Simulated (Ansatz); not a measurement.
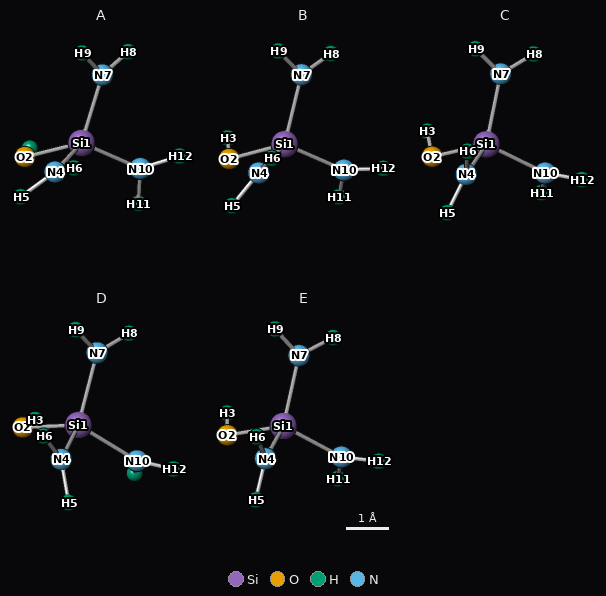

5 geometries from one relaxation of SiN3H7O, in shuffled order. A ball-and-stick model, seen from a free direction.

The run prepares the start of a later molecular dynamics calculation, from a guessed geometry.

These are results of RKS PBE/6-31G in Ansatz, not measurements. (no spin polarisation; force threshold 0.02 eV/Å; at most 40 steps)

**Put them in the order of the run, from the start to the converged end.**

D, E, C, B, A. They are steps 0, 3, 5, 7, 12, at +82.3 kJ/mol, +13.1 kJ/mol, +11.2 kJ/mol, +5.89 kJ/mol relative to the last. Over 11 accepted moves (12 points after the start) the energy falls by 82.3 kJ/mol. Largest force component: 3.6 eV/Å at the start, 0.017 eV/Å at the end. The line search rejected the trial step at point 9 of the run. H5 moves most after the best rigid fit: 1.29 Å. By element the largest moves are H 1.29 Å, O 0.30 Å, N 0.25 Å, Si 0.08 Å. Near-neighbour distances that change, for instance: Si1–N4 1.820 → 1.751 Å, Si1–O2 1.680 → 1.748 Å, Si1–N7 1.819 → 1.755 Å, Si1–N10 1.819 → 1.767 Å. Bond angles that change, for instance: N4–Si1–N10 109.5° → 124.9°, O2–Si1–N7 109.5° → 122.7°, O2–Si1–N4 109.5° → 98.5°. Groups turn about Si1–N4 by about 75°, Si1–N10 by about 40°. Cost: 80 s on 1 thread of Arm Neoverse N1, with other jobs on the host, peak memory 0.14 GiB.

Limits of the set-up: the basis has no polarisation functions, which atoms past neon need.
